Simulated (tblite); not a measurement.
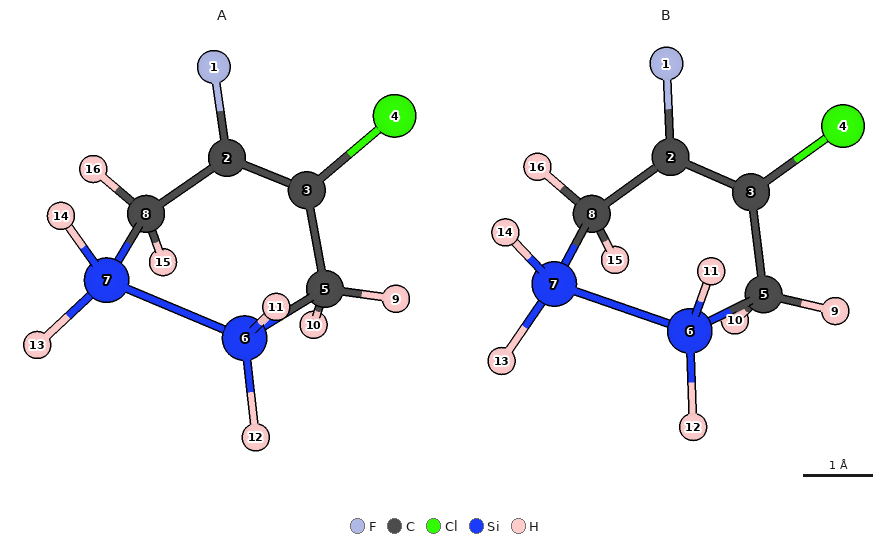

Two geometries of C4H8ClFSi2, drawn at one scale. One is the start of a relaxation, the other its converged end. Style: ball-and-stick. Shown from a free direction.

Level of theory: GFN2-xTB geometry optimisation, gas phase (tblite). 

**Which of the two is the end point?**

Structure A is the relaxed one. The energy falls by 9.63 kcal/mol in 78 geometry steps. The largest move after the best rigid fit is that of H11, 0.57 Å. By element the largest moves are H 0.57 Å, F 0.24 Å, Cl 0.20 Å, C 0.16 Å, Si 0.11 Å. Near-neighbour distances that change, for instance: Si6–Si7 2.251 → 2.317 Å, Si7–C8 1.876 → 1.927 Å, Si6–H12 1.438 → 1.469 Å, C5–Si6 1.898 → 1.927 Å. Bond angles that change, for instance: Si7–Si6–H11 106.2° → 116.3°, H11–Si6–H12 116.0° → 107.1°, F1–C2–C8 121.7° → 114.4°.
